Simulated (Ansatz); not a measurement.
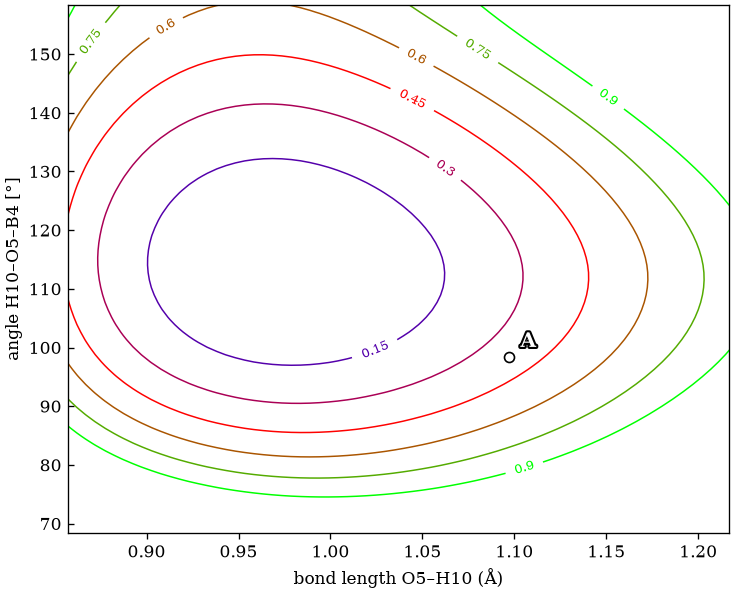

BClH5NOSi, SMILES N[SiH](Cl)BO. The first coordinate is: bond length O5–H10; the second: angle H10–O5–B4. Nothing is relaxed (all other coordinates rigid). The scan uses a 7 × 7 grid. Points are written as (first, second). Energies are in eV, from the relaxed molecule at the same level. These are results of Ansatz, RKS PBE-D4/def2-TZVP, not measurements.

Drawn: contour lines labelled in eV (none above 0.9), the point A. Between grid points the surface is interpolated.

### Is A at rest? If not, where is it pushed?

A, at (1.097 Å, 98.4°), is not a stationary point. The computed force is 3.7 eV for each Å towards smaller values of bond length O5–H10 and 0.016 eV for each degree towards larger values of angle H10–O5–B4.
